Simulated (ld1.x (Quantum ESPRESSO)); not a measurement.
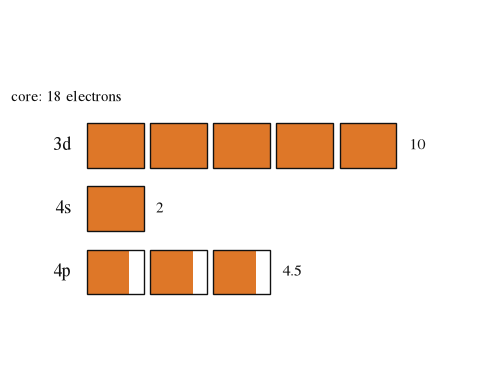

The valence shells of the reference configuration: a box for each of the 2l + 1 orbitals, shaded by the share of the shell that is filled, with the electron count at the right.

# Br: pseudopotential generation (part 1 of 2)

- system: bromine (Br, Z = 35), core [Ar], reference valence 3d10 4s2 4p4.5 (an ion of charge +0.5), valence charge 17.
- method: RRKJ potential, LDA (PZ), scalar-relativistic, made with ld1.x (Quantum ESPRESSO) 7.5

## Log
```
     Program LD1 v.7.5
     --------------------------- All-electron run ----------------------------

     Br
     scalar relativistic calculation

     atomic number is 35.00
     dft =PZ   lsd =0 sic =0 latt =0  beta=0.20 tr2=1.0E-14
     Exchange-correlation= PZ
                           (   1   1   0   0   0   0   0)
     mesh =1213 r(mesh) =  98.95369 a.u. xmin = -7.00 dx = 0.01250
     1 Ry =  13.60569312 eV, c = 137.03599908

     n l     nl                  e(Ry)          e(Ha)          e(eV)
     1 0     1S 1( 2.00)      -977.6337      -488.8168    -13301.3839
     2 0     2S 1( 2.00)      -127.5902       -63.7951     -1735.9530
     2 1     2P 1( 6.00)      -112.6931       -56.3465     -1533.2676
     3 0     3S 1( 2.00)       -17.8287        -8.9144      -242.5725
     3 1     3P 1( 6.00)       -13.1257        -6.5629      -178.5847
     3 2     3D 1(10.00)        -5.3189        -2.6595       -72.3678
     4 0     4S 1( 2.00)        -1.8583        -0.9292       -25.2838
     4 1     4P 1( 4.50)        -0.9302        -0.4651       -12.6555

     final scf error:  1.8E-15 reached in  28 iterations

     Etot =   -5205.848489 Ry,   -2602.924244 Ha,  -70829.176980 eV

     Ekin =    5316.703276 Ry,    2658.351638 Ha,   72337.433193 eV
     Encl =  -12546.698153 Ry,   -6273.349077 Ha, -170706.524777 eV
     Eh   =    2201.308887 Ry,    1100.654443 Ha,   29950.333181 eV
     Exc  =    -177.162498 Ry,     -88.581249 Ha,   -2410.418576 eV

     normalization and overlap integrals

     s(1S/1S) =  1.000000  <r> =   0.0428  <r2> =    0.0025  r(max) =   0.0279
     s(2S/2S) =  1.000000  <r> =   0.1898  <r2> =    0.0425  r(max) =   0.1604
     s(2P/2P) =  1.000000  <r> =   0.1656  <r2> =    0.0336  r(max) =   0.1280
     s(3S/3S) =  1.000000  <r> =   0.5526  <r2> =    0.3514  r(max) =   0.4817
     s(3P/3P) =  1.000000  <r> =   0.5649  <r2> =    0.3741  r(max) =   0.4817
     s(3D/3D) =  1.000000  <r> =   0.5906  <r2> =    0.4331  r(max) =   0.4305
     s(4S/4S) =  1.000000  <r> =   1.6504  <r2> =    3.1213  r(max) =   1.4115
     s(4P/4P) =  1.000000  <r> =   2.0246  <r2> =    4.7890  r(max) =   1.6399

     ------------------------ End of All-electron run ------------------------

     --------------------- Generating NC pseudopotential ---------------------

      Generating local pot.: lloc=1, matching radius rcloc =   1.5400

      Wfc   4S  rcut= 1.215  Estimated cut-off energy=       28.13 Ry
      Using 4 Bessel functions for this wfc, rho(0) = 0.001
      This function has    0 nodes for 0 < r <    1.215

      Wfc   3D  rcut= 0.634  Estimated cut-off energy=      578.97 Ry
      This function has    0 nodes for 0 < r <    0.634

     ------------------- End of pseudopotential generation -------------------

     --------------------------- All-electron run ----------------------------

     Br
     scalar relativistic calculation

     atomic number is 35.00
     dft =PZ   lsd =0 sic =0 latt =0  beta=0.20 tr2=1.0E-14
     Exchange-correlation= PZ
                           (   1   1   0   0   0   0   0)
     mesh =1213 r(mesh) =  98.95369 a.u. xmin = -7.00 dx = 0.01250
     1 Ry =  13.60569312 eV, c = 137.03599908

     n l     nl                  e(Ry)          e(Ha)          e(eV)
     1 0     1S 1( 2.00)      -977.6337      -488.8168    -13301.3839
     2 0     2S 1( 2.00)      -127.5902       -63.7951     -1735.9530
     2 1     2P 1( 6.00)      -112.6931       -56.3465     -1533.2676
     3 0     3S 1( 2.00)       -17.8287        -8.9144      -242.5725
     3 1     3P 1( 6.00)       -13.1257        -6.5629      -178.5847
     3 2     3D 1(10.00)        -5.3189        -2.6595       -72.3678
     4 0     4S 1( 2.00)        -1.8583        -0.9292       -25.2838
     4 1     4P 1( 4.50)        -0.9302        -0.4651       -12.6555

     final scf error:  1.8E-15 reached in  28 iterations

     Etot =   -5205.848489 Ry,   -2602.924244 Ha,  -70829.176980 eV

     Ekin =    5316.703276 Ry,    2658.351638 Ha,   72337.433193 eV
     Encl =  -12546.698153 Ry,   -6273.349077 Ha, -170706.524777 eV
     Eh   =    2201.308887 Ry,    1100.654443 Ha,   29950.333181 eV
     Exc  =    -177.162498 Ry,     -88.581249 Ha,   -2410.418576 eV

     normalization and overlap integrals

     s(1S/1S) =  1.000000  <r> =   0.0428  <r2> =    0.0025  r(max) =   0.0279
     s(2S/2S) =  1.000000  <r> =   0.1898  <r2> =    0.0425  r(max) =   0.1604
     s(2P/2P) =  1.000000  <r> =   0.1656  <r2> =    0.0336  r(max) =   0.1280
     s(3S/3S) =  1.000000  <r> =   0.5526  <r2> =    0.3514  r(max) =   0.4817
     s(3P/3P) =  1.000000  <r> =   0.5649  <r2> =    0.3741  r(max) =   0.4817
     s(3D/3D) =  1.000000  <r> =   0.5906  <r2> =    0.4331  r(max) =   0.4305
     s(4S/4S) =  1.000000  <r> =   1.6504  <r2> =    3.1213  r(max) =   1.4115
     s(4P/4P) =  1.000000  <r> =   2.0246  <r2> =    4.7890  r(max) =   1.6399

     ------------------------ End of All-electron run ------------------------

     Computing logarithmic derivative in   1.69202

       Warning: n=3, l=2 expected 0 nodes, found 1
       Setting wfc to zero for this iteration
       (This warning will only be printed once per wavefunction)

     Computing logarithmic derivative in   1.69202
     Computing the partial wave expansion
     R is outside the sphere for l=    0 j= 0.00
       no projector for channel:   1
     R is outside the sphere for l=    2 j= 0.00

     ---------------------- Testing the pseudopotential ----------------------

     Br
     scalar relativistic calculation

     atomic number is 35.00   valence charge is 17.00
     dft =PZ   lsd =0 sic =0 latt =0  beta=0.20 tr2=1.0E-14
     mesh =1213 r(mesh) =  98.95369 xmin = -7.00 dx = 0.01250

     n l     nl             e AE (Ry)        e PS (Ry)    De AE-PS (Ry)
     3 2     3D   1(10.00)       -5.31894       -5.31894        0.00000
     1 0     4S   1( 2.00)       -1.85832       -1.85833        0.00001
     2 1     4P   1( 4.50)       -0.93016       -0.93016        0.00000

     eps = 9.8E-15  iter = 12

     Etot =   -5205.848489 Ry,   -2602.924244 Ha,  -70829.176980 eV
     Etotps =  -303.306762 Ry,    -151.653381 Ha,   -4126.698726 eV

     Ekin =     395.155446 Ry,     197.577723 Ha,    5376.363730 eV
     Encl =    -497.613040 Ry,    -248.806520 Ha,   -6770.370317 eV
     Ehrt =     251.740606 Ry,     125.870303 Ha,    3425.105431 eV
     Ecxc =     -30.071577 Ry,     -15.035789 Ha,    -409.144649 eV
     Epseu=    -422.518197 Ry,    -211.259098 Ha,   -5748.652922 eV

     ---------------------- End of pseudopotential test ----------------------
```

## Output of the test run (extracts)
```
     ---------------------- Testing the pseudopotential ----------------------

     Br
     scalar relativistic calculation

     atomic number is 35.00   valence charge is 17.00
     dft =PZ   lsd =0 sic =0 latt =0  beta=0.20 tr2=1.0E-14
     mesh =1213 r(mesh) =  98.95369 xmin = -7.00 dx = 0.01250

     n l     nl             e AE (Ry)        e PS (Ry)    De AE-PS (Ry)
     3 2     3D   1(10.00)       -5.31894       -5.31894        0.00000
     1 0     4S   1( 2.00)       -1.85832       -1.85833        0.00001
     2 1     4P   1( 4.50)       -0.93016       -0.93016        0.00000

     eps = 1.4E-15  iter = 14

     Etot =   -5205.848489 Ry,   -2602.924244 Ha,  -70829.176979 eV
     Etotps =  -303.306761 Ry,    -151.653381 Ha,   -4126.698713 eV

     Ekin =     395.155447 Ry,     197.577724 Ha,    5376.363752 eV
     Encl =    -497.613040 Ry,    -248.806520 Ha,   -6770.370310 eV
     Ehrt =     251.740606 Ry,     125.870303 Ha,    3425.105427 eV
     Ecxc =     -30.071577 Ry,     -15.035789 Ha,    -409.144649 eV
     Epseu=    -422.518197 Ry,    -211.259099 Ha,   -5748.652933 eV

     ---------------------- End of pseudopotential test ----------------------

     ---------------------- Testing the pseudopotential ----------------------

     Br
     scalar relativistic calculation

     atomic number is 35.00   valence charge is 17.00
     dft =PZ   lsd =0 sic =0 latt =0  beta=0.20 tr2=1.0E-14
     mesh =1213 r(mesh) =  98.95369 xmin = -7.00 dx = 0.01250

     n l     nl             e AE (Ry)        e PS (Ry)    De AE-PS (Ry)
     3 2     3D   1(10.00)       -4.92448       -4.92702        0.00254
     1 0     4S   1( 2.00)       -1.49361       -1.49382        0.00022
     2 1     4P   1( 5.00)       -0.58851       -0.58863        0.00012

     eps = 1.6E-15  iter = 14

     Etot =   -5206.226989 Ry,   -2603.113494 Ha,  -70834.326738 eV
     Etotps =  -303.685363 Ry,    -151.842682 Ha,   -4131.849861 eV
     dEtot_ae =      -0.378500 Ry
     dEtot_ps =      -0.378602 Ry,   Delta E=       0.000102 Ry

     Ekin =     395.322992 Ry,     197.661496 Ha,    5378.643317 eV
     Encl =    -504.277476 Ry,    -252.138738 Ha,   -6861.044590 eV
     Ehrt =     258.105058 Ry,     129.052529 Ha,    3511.698211 eV
     Ecxc =     -30.382954 Ry,     -15.191477 Ha,    -413.381152 eV
     Epseu=    -422.452983 Ry,    -211.226492 Ha,   -5747.765647 eV

     ---------------------- End of pseudopotential test ----------------------

     ---------------------- Testing the pseudopotential ----------------------

     Br
     scalar relativistic calculation

     atomic number is 35.00   valence charge is 17.00
     dft =PZ   lsd =0 sic =0 latt =0  beta=0.20 tr2=1.0E-14
     mesh =1213 r(mesh) =  98.95369 xmin = -7.00 dx = 0.01250

     n l     nl             e AE (Ry)        e PS (Ry)    De AE-PS (Ry)
     3 2     3D   1(10.00)       -5.74765       -5.74423       -0.00342
     1 0     4S   1( 2.00)       -2.24847       -2.24816       -0.00031
     2 1     4P   1( 4.00)       -1.29619       -1.29599       -0.00020

     eps = 6.7E-16  iter = 14

     Etot =   -5205.292947 Ry,   -2602.646473 Ha,  -70821.618450 eV
     Etotps =  -302.751167 Ry,    -151.375583 Ha,   -4119.139469 eV
     dEtot_ae =       0.555542 Ry
     dEtot_ps =       0.555594 Ry,   Delta E=      -0.000053 Ry

     Ekin =     394.943090 Ry,     197.471545 Ha,    5373.474483 eV
     Encl =    -490.391886 Ry,    -245.195943 Ha,   -6672.121509 eV
     Ehrt =     245.050585 Ry,     122.525292 Ha,    3334.083053 eV
     Ecxc =     -29.732953 Ry,     -14.866476 Ha,    -404.537428 eV
     Epseu=    -422.620003 Ry,    -211.310001 Ha,   -5750.038067 eV

     ---------------------- End of pseudopotential test ----------------------

     ---------------------- Testing the pseudopotential ----------------------

     Br
     scalar relativistic calculation

     atomic number is 35.00   valence charge is 17.00
     dft =PZ   lsd =0 sic =0 latt =0  beta=0.20 tr2=1.0E-14
     mesh =1213 r(mesh) =  98.95369 xmin = -7.00 dx = 0.01250

     n l     nl             e AE (Ry)        e PS (Ry)    De AE-PS (Ry)
     3 2     3D   1(10.00)       -6.69400       -6.68118       -0.01282  !
     1 0     4S   1( 2.00)       -3.09196       -3.09061       -0.00135
     2 1     4P   1( 3.00)       -2.08969       -2.08880       -0.00089

     eps = 8.6E-15  iter = 14

     Etot =   -5203.606627 Ry,   -2601.803313 Ha,  -70798.674895 eV
     Etotps =  -301.065079 Ry,    -150.532539 Ha,   -4096.199074 eV
     dEtot_ae =       2.241862 Ry
     dEtot_ps =       2.241682 Ry,   Delta E=       0.000180 Ry

     Ekin =     394.399454 Ry,     197.199727 Ha,    5366.077944 eV
     Encl =    -474.525280 Ry,    -237.262640 Ha,   -6456.245335 eV
     Ehrt =     231.000876 Ry,     115.500438 Ha,    3142.927030 eV
     Ecxc =     -28.993497 Ry,     -14.496749 Ha,    -394.476627 eV
     Epseu=    -422.946632 Ry,    -211.473316 Ha,   -5754.482086 eV

     ---------------------- End of pseudopotential test ----------------------

     ---------------------- Testing the pseudopotential ----------------------

     Br
     scalar relativistic calculation

     atomic number is 35.00   valence charge is 17.00
     dft =PZ   lsd =0 sic =0 latt =0  beta=0.20 tr2=1.0E-14
     mesh =1213 r(mesh) =  98.95369 xmin = -7.00 dx = 0.01250

     n l     nl             e AE (Ry)        e PS (Ry)    De AE-PS (Ry)
     3 2     3D   1(10.00)       -8.88470       -8.84441       -0.04030  !
     1 0     4S   1( 2.00)       -4.97632       -4.97121       -0.00511  !
     2 1     4P   1( 1.00)       -3.87099       -3.86797       -0.00303

     eps = 6.6E-15  iter = 11

     Etot =   -5197.684761 Ry,   -2598.842381 Ha,  -70718.103813 eV
     Etotps =  -295.146056 Ry,    -147.573028 Ha,   -4015.666658 eV
     dEtot_ae =       8.163727 Ry
     dEtot_ps =       8.160706 Ry,   Delta E=       0.003022 Ry

     Ekin =     392.928209 Ry,     196.464104 Ha,    5346.060624 eV
     Encl =    -438.126430 Ry,    -219.063215 Ha,   -5961.013761 eV
     Ehrt =     201.585463 Ry,     100.792732 Ha,    2742.709952 eV
     Ecxc =     -27.362524 Ry,     -13.681262 Ha,    -372.286108 eV
     Epseu=    -424.170773 Ry,    -212.085386 Ha,   -5771.137367 eV

     ---------------------- End of pseudopotential test ----------------------

     ---------------------- Testing the pseudopotential ----------------------

     Br
     scalar relativistic calculation

     atomic number is 35.00   valence charge is 17.00
     dft =PZ   lsd =0 sic =0 latt =0  beta=0.20 tr2=1.0E-14
     mesh =1213 r(mesh) =  98.95369 xmin = -7.00 dx = 0.01250

     n l     nl             e AE (Ry)        e PS (Ry)    De AE-PS (Ry)
     3 2     3D   1(10.00)       -7.74383       -7.71850       -0.02533  !
     1 0     4S   1( 2.00)       -4.00545       -4.00251       -0.00295
     2 1     4P   1( 2.00)       -2.95199       -2.95010       -0.00189

     eps = 4.4E-16  iter = 12

     Etot =   -5201.091420 Ry,   -2600.545710 Ha,  -70764.453772 eV
     Etotps =  -298.550820 Ry,    -149.275410 Ha,   -4061.990836 eV
     dEtot_ae =       4.757068 Ry
     dEtot_ps =       4.755941 Ry,   Delta E=       0.001127 Ry

     Ekin =     393.719442 Ry,     196.859721 Ha,    5356.825907 eV
     Encl =    -457.029450 Ry,    -228.514725 Ha,   -6218.202442 eV
     Ehrt =     216.410666 Ry,     108.205333 Ha,    2944.417107 eV
     Ecxc =     -28.195312 Ry,     -14.097656 Ha,    -383.616763 eV
     Epseu=    -423.456166 Ry,    -211.728083 Ha,   -5761.414646 eV

     ---------------------- End of pseudopotential test ----------------------
```

(Continued in part 2.) Outcome of the run: generated; ld1.x warns of wrong node counts.
